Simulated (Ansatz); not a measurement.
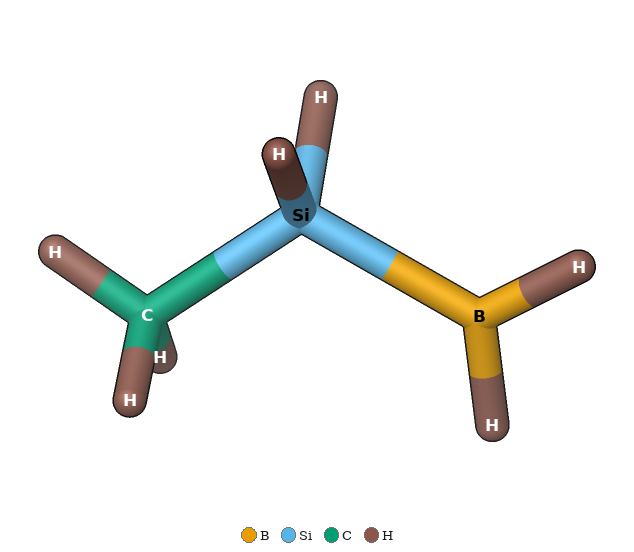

Stick drawing of a structure.

Computed geometry: PBE0-D4/def2-TZVP optimisation. No frequency run is at hand to confirm it as a minimum.

Identify the structure.

Formula CH7BSi. Coordination: 1 B trigonal planar; 1 Si tetrahedral; 1 C tetrahedral.

More results for the same structure follow; atom numbers are the same in all pictures, views and colours differ.

**Geometry**

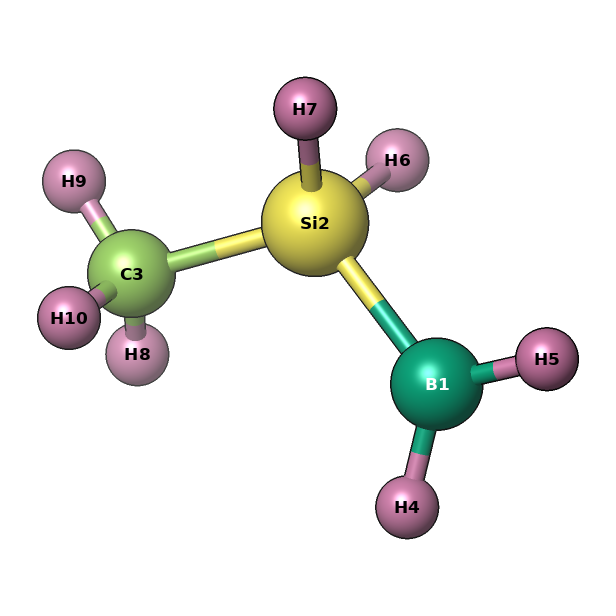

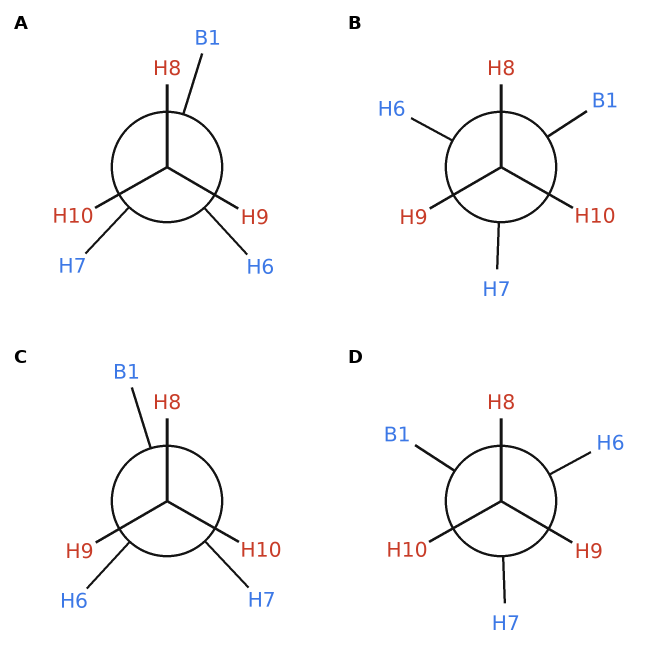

Atoms fade into the background with distance from the viewer. Bonds that would overlap in a projection are set slightly apart. No frequency run is at hand to confirm it as a minimum.

Question: Which Newman projection shows the view along C3–Si2, with C3 in front?

Answer: D. The torsion angle H8–C3–Si2–B1 is −57°, synclinal (gauche).

**Dipole moment**

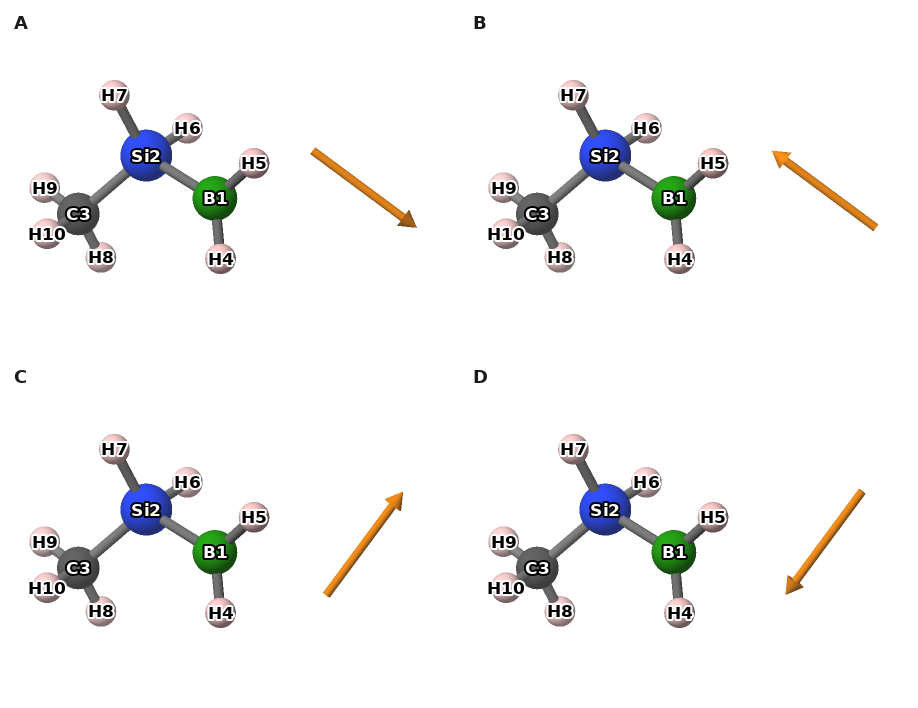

The same molecule four times, each with an arrow. No frequency run is at hand to confirm it as a minimum. Level of theory: RKS PBE0-D4/def2-TZVP (Ansatz 0.2.0).

Question: Which arrow points along the dipole moment, from the negative to the positive end?

Answer: D. The dipole moment is 0.74 D; it points from the side of H5 to the side of H8, H10 (the outermost atoms at the two ends).

**Electronic properties**

No frequency run is at hand to confirm it as a minimum. Level of theory: RKS PBE0-D4/def2-TZVPP (Ansatz 0.2.0).

Question: Estimate the dispersion correction.

Answer: −12.5 kJ/mol.

Question: Give the HOMO energy (Kohn–Sham orbital) at this level.

Answer: −8.10 eV.

Question: Give the HOMO–LUMO gap at this level.

Answer: 5.79 eV.

**Charges**

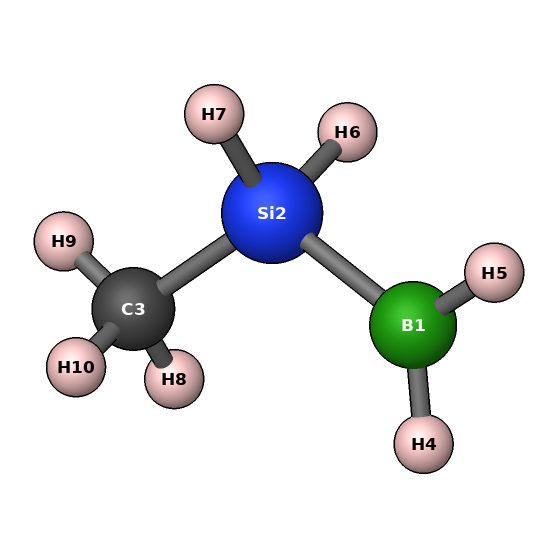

The questions are on Mulliken charges. No frequency run is at hand to confirm it as a minimum. Properties computed with RKS PBE0-D4/def2-TZVP (Ansatz 0.2.0).

Give the Mulliken charges atom by atom.

```tsv
atom	value (e)
B1	−0.05
Si2	0.11
C3	−0.50
H4	0.03
H5	0.04
H6	−0.03
H7	−0.03
H8	0.14
H9	0.14
H10	0.14
```

Mulliken values depend strongly on the basis set and can even reverse the polarity of a bond.
